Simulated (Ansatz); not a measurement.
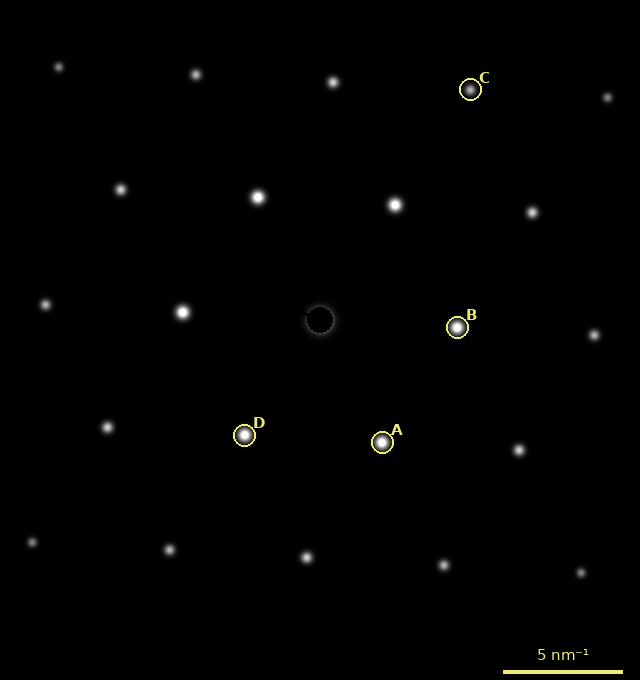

Kinematic zone-axis pattern, calculated for 80 keV electrons with B = 0.5 Å². The zone axis points towards the electron source and the pattern is seen from the source side.

The sample is Pb, space group Fm-3m (No. 225), a = 4.879 Å. Structure: the input geometry of an electronic-structure calculation (not necessarily at equilibrium).

Spot A is indexed -2 0 2 and spot B 0 -2 2.

### Index the other marked spots.

C = −2A + 2B = 4 -4 0 (d = 0.863 Å). D = A − B = -2 2 0 (d = 1.725 Å).

### Give [uvw].

The cross product of A and B is parallel to [111]; every spot obeys hu + kv + lw = 0.

### What are the spacings of A and B and the angle between them?

d(A) = 1.725 Å, d(B) = 1.725 Å, and the angle is 60.0°.
